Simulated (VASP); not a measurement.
Input:

```yaml
crystal:
  lattice:
    - [0.00000, 2.30828, 2.30828]
    - [2.30828, 0.00000, 2.30828]
    - [2.30828, 2.30828, 0.00000]
  atoms:
    - { symbol: Hf, position: [0.00000, 0.00000, 0.00000] }
    - { symbol: C, position: [0.50000, 0.50000, 0.50000] }
```

These are PBE GGA with D3 dispersion (Becke-Johnson damping), VASP's PBE PAW potentials (set 64) (plane waves; VASP) values and carry that method's errors. Run with 520 eV cut-off, 15×15×15 Γ-centred mesh, tetrahedra with Blöchl corrections, potentials Hf_pv C.

Unless said otherwise, spin-orbit coupling is left out, though it shifts the bands of the heavy elements here.

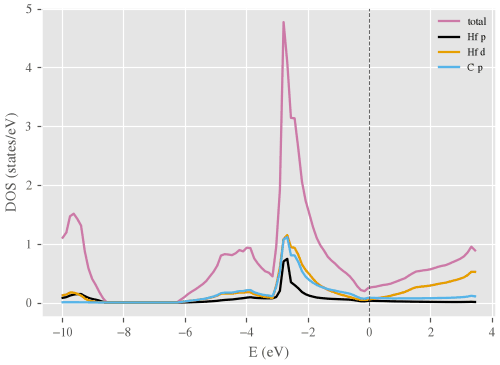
Figure: Total and projected density of states, zero at the Fermi level

Within 2 eV below the Fermi level the largest weight inside VASP's projection spheres is C p, then Hf d.

It has no gap at this level: it comes out as a metal or semimetal.

The compound is HfC in the rock salt structure. It was relaxed first.
